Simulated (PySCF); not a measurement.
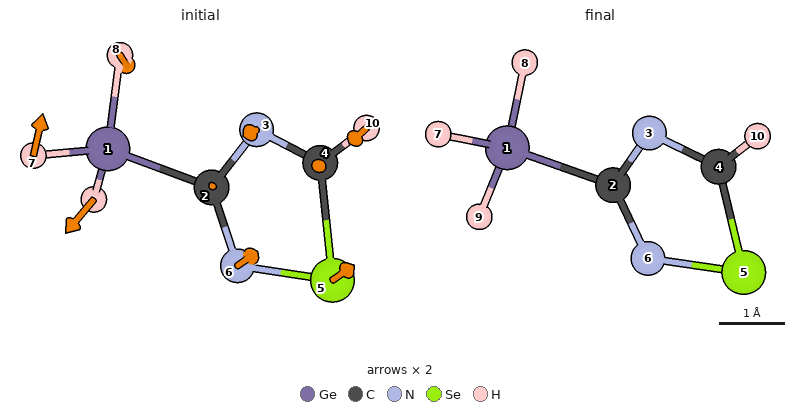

The structure of C2H4GeN2Se before (left) and after (right) a relaxation, at one scale. The orange arrows give the displacements, magnified 2 times.

A ball-and-stick model, seen at a tilt.

The start comes from GFN2-xTB. Its atoms were then displaced at random by about 0.01 Å.

Level of theory: PySCF 2.14.0, density-fitted response routines, PBE0-D3(BJ)/def2-SVP geometry optimisation, gas phase. 

Summarise the run.

The atom that moves furthest after the best rigid fit is H9 (0.41 Å). By element the largest moves are H 0.41 Å, N 0.36 Å, Se 0.33 Å, C 0.15 Å, Ge 0.02 Å. Some distances before and after: Ge1–H9 1.458 → 1.533 Å, N3–C4 1.236 → 1.295 Å, Ge1–H7 1.495 → 1.537 Å, Se5–N6 1.781 → 1.813 Å. Among the angles between lasting bonds that change: C4–Se5–N6 84.1° → 86.8°, C2–N6–Se5 110.7° → 108.2°, Se5–C4–H10 121.8° → 124.0°. Groups turn about Ge1–C2 by about 30°. Over 12 geometry steps the energy falls by 0.254 eV. The run took 2.5 min on 1 thread of Arm Neoverse V1, on a shared host.
